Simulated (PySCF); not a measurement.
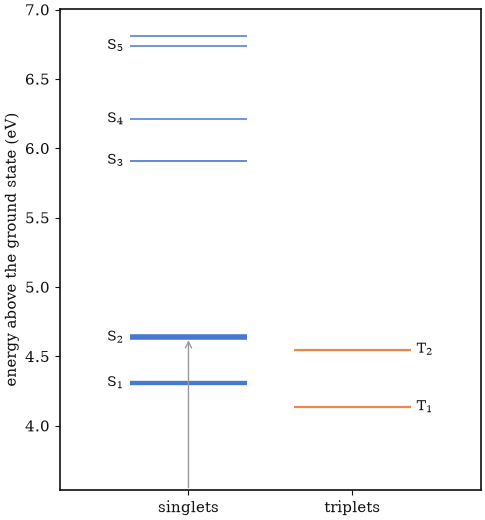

State diagram of C₆H₉O⁺, SMILES COCc1c[c+]1C. Vertical TDDFT excitations, PBE0/def2-SVPD with PySCF 2.14.0, at a GFN2-xTB geometry (no frequency check), gas phase. Triplets in the Tamm-Dancoff approximation; only the lowest 6 singlets and 2 triplets were computed. Thicker singlet lines are brighter; the arrow marks the brightest. S0, at zero, lies below the range drawn.

**How many of the triplet levels drawn lie below S1?**

1 of 2 (T1 4.13 eV, T2 4.55 eV; S1 4.31 eV).

**What are the energy, strength and character of the state that the arrow marks?**

S2 at 4.64 eV (267 nm), f = 0.012, mainly HOMO → LUMO+1 (86 %).

**What is the vertical gap between S1 and T1?**

0.17 eV: S1 at 4.31 eV, T1 at 4.13 eV.

Caveats: the tight-binding geometry is rougher than a DFT one and adds to the error; one conformer of a flexible molecule; core orbitals are frozen in the response.
